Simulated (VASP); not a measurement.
Band structure of GaBi (relaxed from the NiAs type structure, space group P6_3/mmc). Computed with PBEsol GGA, VASP's PBE PAW potentials (set 64) (plane waves; VASP 6.6.1).

Unless said otherwise, spin-orbit coupling is left out, though it shifts the bands of the heavy elements here.

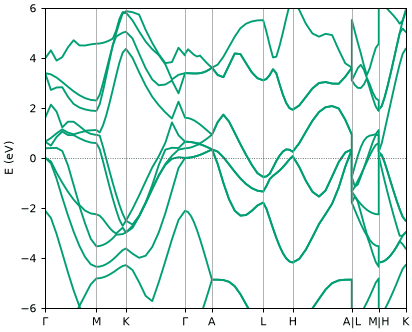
Figure: Bands along high-symmetry lines, zero at the valence-band maximum or, without a gap, the Fermi level

Question: Read the plot: is there a gap, and where are the band edges?

Answer: It has no gap at this level: it comes out as a metal or semimetal. (Edges off the drawn lines would not show.)

The structure was generated: GaBi was put into the NiAs type type (P6_3/mmc), which need not be its known phase. It was relaxed first, which changed the volume by +8 %.
